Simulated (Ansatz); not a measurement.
Base system: SnS2 in the CdI2 type structure (space group P-3m1, No. 164; a = 3.6260 Å, c = 5.5735 Å; layered, stacked along the Cartesian z axis).

It is then changed as follows: O takes the place of S on all its sites; the structure is relaxed again.

The values are results of PBEsol-D3(BJ) in Ansatz (plane waves to 420 eV, PAW, no spin-orbit coupling), earlier PAW set, not measurements.

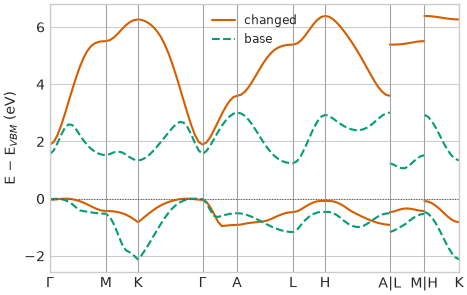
Figure. Highest valence and lowest conduction band along the path, each from its own valence-band maximum

Question: From the figure, how large is the changed gap, and is it direct?

Answer: About 1.9 eV, indirect, K–Γ (76 % along) → Γ.

Whether these cells are dynamically stable was not tested. As relaxed here, SnO2 is a hypothetical phase, not in the database extracts checked.

Ansatz is a first-principles code.
